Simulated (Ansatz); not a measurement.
A series of calculations on C2H6BFN2

## 1. Relaxation

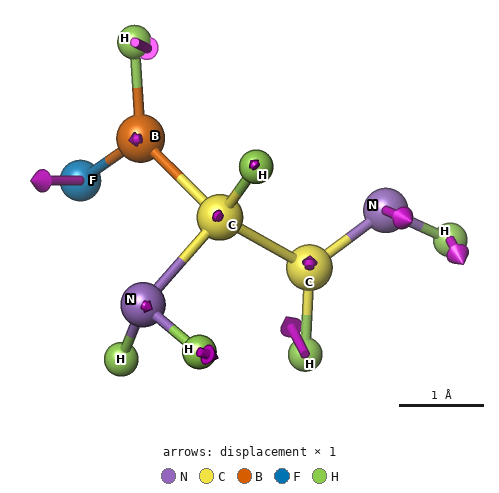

A relaxation of C2H6BFN2. The starting structure is drawn; purple arrows show the displacements, at their true length. The two geometries are superimposed by the best rigid fit.

Style: ball-and-stick. Shown at a tilt.

The run prepares an end point of a later path (torsion) calculation, from a guessed geometry.

These are results of RKS r2SCAN-D4/STO-3G in Ansatz 0.2.0, not measurements. (no spin polarisation; force threshold 0.015 eV/Å; at most 40 steps)

> What did the optimiser do to the structure, and how much energy did it gain?

The F atom moves most after the best rigid fit: 0.99 Å. By element the largest moves are F 0.99 Å, H 0.82 Å, N 0.68 Å, C 0.18 Å, B 0.17 Å. Near-neighbour distances that change, for instance: B–F 1.451 → 1.311 Å, C–N 1.228 → 1.317 Å, H–N 1.022 → 1.079 Å, C–H 1.056 → 1.107 Å. Bond angles that change, for instance: C–N–H 124.8° → 105.5°, N–C–B 104.7° → 111.0°, C–N–H 109.3° → 103.5°. Groups turn about B–C by about 45°, C–C by about 45°. The energy falls by 139.7 kJ/mol in 26 accepted moves (28 points after the start). Largest force component: 6.3 eV/Å at the start, 0.014 eV/Å at the end. The line search rejected the trial steps at points 19, 23 of the run.

Limits of the set-up: STO-3G is a minimal basis, so the numbers are rough.

## 2. Relaxation

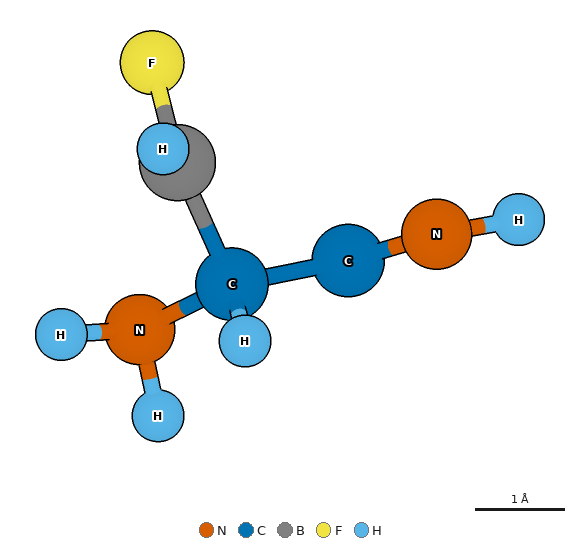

C2H6BFN2, before the relaxation. Style: ball-and-stick. Shown at a tilt.

The run prepares an end point of a later path (torsion) calculation, from a guessed geometry.

Level of theory: RKS r2SCAN-D4/STO-3G (Ansatz 0.2.0).

Input file:
```yaml
crystal:
  periodic: [false, false, false]
  atoms:
    - { symbol: "N", position_ang: [-1.6338, 0.3668, 1.195] }
    - { symbol: C, position_ang: [-0.7925, -0.351, 0.6602] }
    - { symbol: C, position_ang: [-0.057, 0.1031, -0.5713] }
    - { symbol: "N", position_ang: [0.7964, -0.9972, -1.156] }
    - { symbol: B, position_ang: [0.9844, 1.2747, -0.197] }
    - { symbol: F, position_ang: [2.0398, 1.0747, 0.7789] }
    - { symbol: H, position_ang: [-2.1862, 0.1066, 2.0148] }
    - { symbol: H, position_ang: [-0.5614, -1.3107, 1.0864] }
    - { symbol: H, position_ang: [-0.7401, 0.5066, -1.2688] }
    - { symbol: H, position_ang: [1.30559, -0.47524, -1.97026] }
    - { symbol: H, position_ang: [0.1949, -1.67977, -1.62538] }
    - { symbol: H, position_ang: [0.8684, 2.3584, -0.6485] }
basis:
  gaussian: { orbitals: STO-3G }
hamiltonian:
  xc: r2scan
  dispersion: d4
relax:
  f_tol: 0.015
  max_steps: 40
output:
  orbitals: {}
```

Command:
```bash
ansatz run input.yaml --threads 1 --pin off --max-ram 2048MiB --backend cpu --events-out ev --progress --plain --runs-dir out
```

Predict the outcome.

Answer. After 23 accepted moves (24 points after the start) the energy has fallen by 33.4 kcal/mol. The largest force component goes from 6.4 to 0.01 eV/Å. The line search rejected the trial step at point 10 of the run. F6 moves most after the best rigid fit: 0.92 Å. By element the largest moves are F 0.92 Å, H 0.86 Å, N 0.49 Å, B 0.13 Å, C 0.13 Å. Among the contacts that change: B5–F6 1.451 → 1.310 Å, N1–C2 1.228 → 1.315 Å, C3–H9 1.056 → 1.114 Å, N1–H7 1.022 → 1.078 Å. Bond angles that change, for instance: C2–N1–H7 124.8° → 105.3°, N1–C2–H8 119.7° → 126.1°, N4–C3–B5 104.7° → 111.0°. Groups turn about C3–B5 by about 50°, C2–C3 by about 30°.

Final geometry:

```xyz
12

N    -1.9820    0.2875    0.8611
C    -0.7860   -0.2261    0.6709
C     0.0425    0.1693   -0.5685
N     0.7787   -1.0831   -1.0529
B     1.0792    1.3088   -0.1187
F     2.3633    1.0527   -0.0826
H    -2.3310   -0.1399    1.7868
H    -0.2725   -0.9541    1.3361
H    -0.6699    0.6018   -1.3071
H     1.2989   -0.7477   -1.9170
H     0.0136   -1.6725   -1.4977
H     0.6837    2.3803    0.1875
```

The end point in the same view:

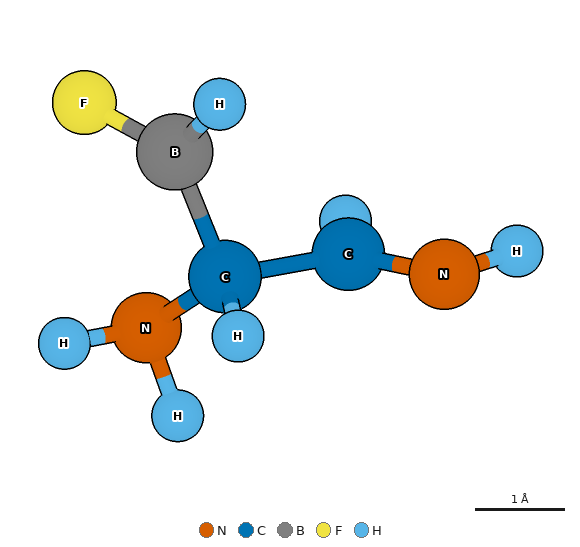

Limits of the set-up: STO-3G is a minimal basis, so the numbers are rough.

## 3. Path

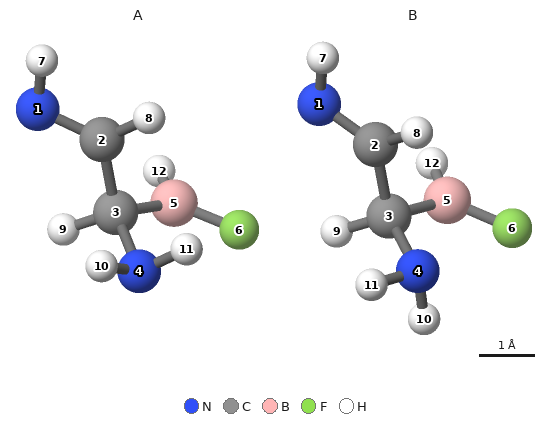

The two relaxed end points of a path for C₂H₆BFN₂. The picture is a ball-and-stick view, seen from a free direction.

Level of theory: Ansatz, RKS r2SCAN-D4/STO-3G.

Input file:
```yaml
crystal:
  periodic: [false, false, false]
  atoms:
    - { symbol: "N", position_ang: [-2.075791, 0.100022, 0.776699] }
    - { symbol: C, position_ang: [-0.788283, -0.173667, 0.733435] }
    - { symbol: C, position_ang: [0.037114, 0.170853, -0.525321] }
    - { symbol: "N", position_ang: [0.666021, -1.08219, -1.151721] }
    - { symbol: B, position_ang: [1.156355, 1.265349, -0.182607] }
    - { symbol: F, position_ang: [2.419566, 0.917525, -0.14001] }
    - { symbol: H, position_ang: [-2.415758, -0.26662, 1.732727] }
    - { symbol: H, position_ang: [-0.218005, -0.694681, 1.535373] }
    - { symbol: H, position_ang: [-0.671738, 0.593745, -1.263532] }
    - { symbol: H, position_ang: [-0.136599, -1.781659, -1.175762] }
    - { symbol: H, position_ang: [1.255759, -1.486024, -0.3621] }
    - { symbol: H, position_ang: [0.848459, 2.382148, 0.05692] }
basis:
  gaussian: { orbitals: STO-3G }
hamiltonian:
  xc: r2scan
  dispersion: d4
neb:
  order_check: false
  images: 7
  f_tol: 0.05
  max_iterations: 60
  initial_path: idpp
  final_atoms:
    - { symbol: "N", position_ang: [-2.01054203, 0.32992312, 0.93522242] }
    - { symbol: C, position_ang: [-0.8006227, -0.17945806, 0.85137493] }
    - { symbol: C, position_ang: [0.0340615, 0.00485398, -0.43245068] }
    - { symbol: "N", position_ang: [0.80516375, -1.29571862, -0.67493757] }
    - { symbol: B, position_ang: [1.03823385, 1.23284844, -0.18903581] }
    - { symbol: F, position_ang: [2.32737526, 1.01994349, -0.09650724] }
    - { symbol: H, position_ang: [-2.36111318, 0.06909345, 1.92036366] }
    - { symbol: H, position_ang: [-0.27868505, -0.76139315, 1.6420539] }
    - { symbol: H, position_ang: [-0.67883238, 0.27795749, -1.24319352] }
    - { symbol: H, position_ang: [1.32829969, -1.10994987, -1.58135275] }
    - { symbol: H, position_ang: [0.05963187, -1.97514392, -1.01136124] }
    - { symbol: H, position_ang: [0.61412943, 2.33184463, -0.08607511] }
```

Command:
```bash
ansatz run input.yaml --threads 1 --pin off --max-ram 2048MiB --backend cpu --events-out ev --progress --plain --runs-dir out
```

Predict the minimum-energy path and its barrier.

Answer. The highest point, image 4, lies 17.3 kJ/mol above the start and 13.6 kJ/mol above the end; the end is at +3.7 kJ/mol relative to the start. The motion is a rotation about the C3–N4 bond by about 130°. No bond forms or breaks between the ends. Among the angles between lasting bonds that change up to the highest image: N4–C3–H9 107.6° → 111.4°. The band converged in 6 iterations. The largest component of the band force went from 1.2 to 0.037 eV/Å. The climbing image converged on the top of the path. Its vibrational analysis gives one imaginary mode (307i cm⁻¹), as a transition state must have.

Energies of the converged images:

```tsv
image	path (Å)	E (kJ/mol)
0	0.00	0.0
1	0.38	2.0
2	0.75	7.8
3	1.13	14.3
4	1.50	17.3
5	1.86	15.0
6	2.21	9.7
7	2.57	5.1
8	2.93	3.7
```

The geometry at the top of the path:

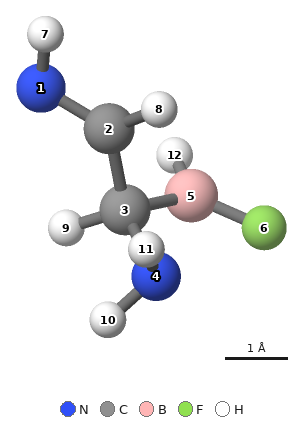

Limits of the set-up: STO-3G is a minimal basis, so the numbers are rough.

The run took 3.4 min on 1 thread of Arm Neoverse V1, with other jobs on the host, peak memory 0.12 GiB.
